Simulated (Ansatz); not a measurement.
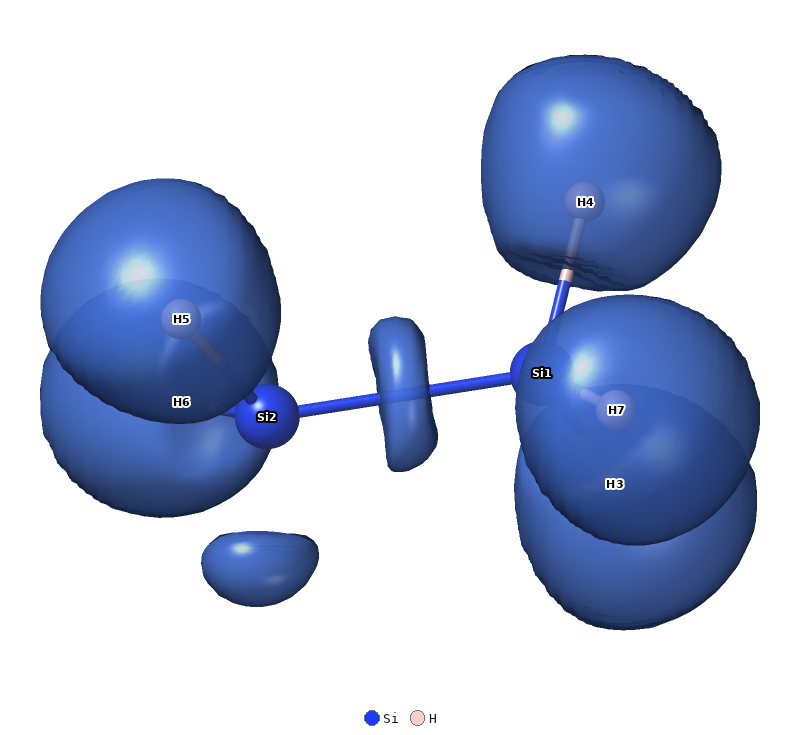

*H5Si2 (doublet). Isosurface of the electron localisation function at 0.9 (blue), seen from one side. Only the valence region is drawn (cores and ρ < 0.01 e/Å³ removed).*

Theory: UKS LDA/def2-SVP (Ansatz 0.2.0).

Input

```
crystal:
  periodic: [false, false, false]
  atoms:
    - { symbol: Si, position_ang: [-0.1518, -1.4123, -0.2125] }
    - { symbol: Si, position_ang: [0.3437, 0.8553, -0.0729] }
    - { symbol: H, position_ang: [-0.0597, -2.0598, 1.0674] }
    - { symbol: H, position_ang: [-1.5319, -1.5416, -0.6818] }
    - { symbol: H, position_ang: [0.1938, 1.5086, -1.4148] }
    - { symbol: H, position_ang: [-0.524, 1.5708, 0.9101] }
    - { symbol: H, position_ang: [1.10883, -1.47271, -0.90587] }
magnetization:
  spin_polarized: true
  initial_magnetization: 1
basis:
  gaussian: { orbitals: def2-SVP }
hamiltonian:
  xc: lda
relax:
  f_tol: 0.02
  max_steps: 50
output:
  orbitals: {}
```

Command:

```sh
ansatz run input.yaml --threads 1 --pin off --max-ram 2048MiB --backend cpu --events-out ev --progress --plain --runs-dir out
```

The fields are those of the relaxed geometry.

> Where are the electrons localised?

The ELF exceeds this value in one region between bonded Si–Si atoms (shared pairs), five regions around hydrogen nuclei and one lobe on Si, pointing away from the bonds (non-bonding electrons). Along the contacts the grid gives the following. Si–Si (2.31 Å): the ELF peaks at about 1 between the atoms: localised, covalent bonding. Si–H (1.51 Å): the ELF climbs to about 1 towards the hydrogen, as it does in any bond to H.
